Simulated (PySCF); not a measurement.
```xyz
10

F    -1.8613    1.8019   -0.2277
C    -0.7637    1.0840    0.0537
S     0.7928    1.7389   -0.2561
C     1.4878    0.1372   -0.1911
C     0.6018   -0.8437   -0.0285
C    -0.8150   -0.3970    0.1224
F    -1.3239   -0.8335    1.3610
H     2.5514    0.0459   -0.2978
H     0.8502   -1.8867    0.0496
H    -1.5111   -0.8425   -0.6081
```

Geometry: GFN2-xTB.

All numbers below come from UKS B3LYP, pcH-1 on C F H S, non-relativistic, mean-field spin-orbit, GIAO in PySCF 2.14.0, density-fitted response routines.

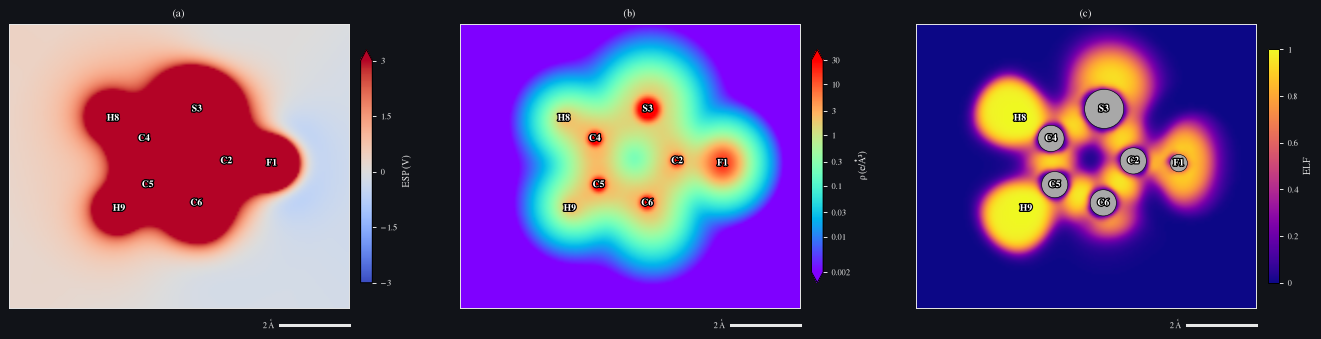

C4H3F2S (doublet). (a) electrostatic potential; (b) total electron density; (c) ELF on the plane of atoms C4, C5 and H9. Grey discs cover the atomic cores in the ELF map.

Interpret the plot.

- The section cuts through F, C, S and H sites.
- C–C (1.33 Å): the density is about 2.3 e/Å³ at the midpoint; the ELF peaks at about 0.90 between the atoms; a multiple bond.
- C–F (1.34 Å): ρ at the midpoint is about 2.3 e/Å³; the ELF peaks at about 0.85 between the atoms; a polar covalent bond.
- C–S (1.72 Å): ρ is about 1.5 e/Å³ halfway; the ELF peaks at about 0.90 between the atoms, as expected for localised, covalent bonding.
- C–H (1.07 Å): ρ is about 2.1 e/Å³ halfway; the ELF climbs to about 1 towards the hydrogen, as it does in any bond to H: an ordinary covalent bond to hydrogen.
- C–C (1.48 Å): ρ is about 1.8 e/Å³ halfway; the ELF peaks at about 0.95 between the atoms; localised, covalent bonding.
- The ELF also peaks beside F1 and S3, away from the bonds: non-bonding electrons, paired or unpaired.
- Outside the dense part of the molecule the potential is most negative (−0.6 V) near F1.
